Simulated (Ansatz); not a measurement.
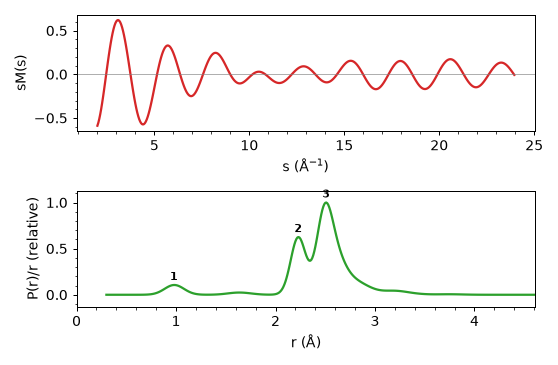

Simulated gas electron diffraction: reduced molecular intensity sM(s) from the Debye equation in the first Born approximation (top) and the radial distribution curve (bottom) of H₅InO₃. Each pair of atoms contributes with weight ZᵢZⱼ/r; damping constant 0.0015 Å²; vibrational amplitudes assumed, not computed: 0.05 Å for bonds, 0.078 Å for bonds to H, 0.06 + 0.015 r up to 0.15 Å for other pairs. The geometry is the end point of an optimisation (Ansatz, RKS r2SCAN/def2-SVP); it may be a saddle point or a higher isomer.

### Assign the numbered peaks of the radial distribution curve (– bonded, ··· not bonded).

Peak 1, 0.98 Å: O–H 0.96–1.01 Å (×5)
Peak 2, 2.23 Å: In–O 2.23 Å
Peak 3, 2.51 Å: In···H 2.48–2.49 Å (×2), O···O 2.48–2.54 Å (×2), In–O 2.49 Å, In···O 2.59 Å, not resolved
